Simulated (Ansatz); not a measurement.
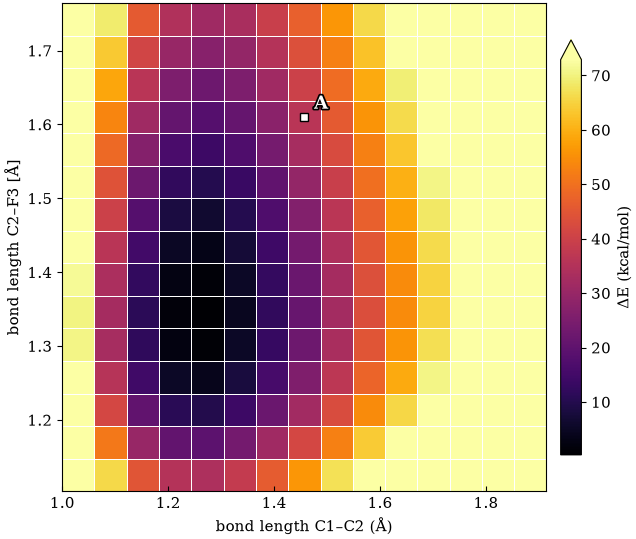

C₂F, SMILES [C-]#CF, charge −1. Coordinates scanned: (1) bond length C1–C2; (2) bond length C2–F3. Nothing is relaxed (all other coordinates rigid). Grid: 15 × 15 points. Energies are in kcal/mol, from the relaxed molecule at the same level. Energies and slopes of some neighbouring points disagree (a jump in structure or state, or too coarse a mesh). The restricted reference is unstable at some or all points, so the energies there are unreliable. The calculation used RHF-MP2, frozen core/def2-TZVPD (Ansatz).

The picture shows one coloured cell a grid point, one colour for all values above the top of the scale, the point A.

Question: Which way does the force act at A, and how strong is it?

Answer: A, at bond length C1–C2 = 1.457 Å, bond length C2–F3 = 1.610 Å, is not a stationary point. The computed force is 151 kcal/mol for each Å towards smaller values of bond length C1–C2 and 82 kcal/mol for each Å towards smaller values of bond length C2–F3.
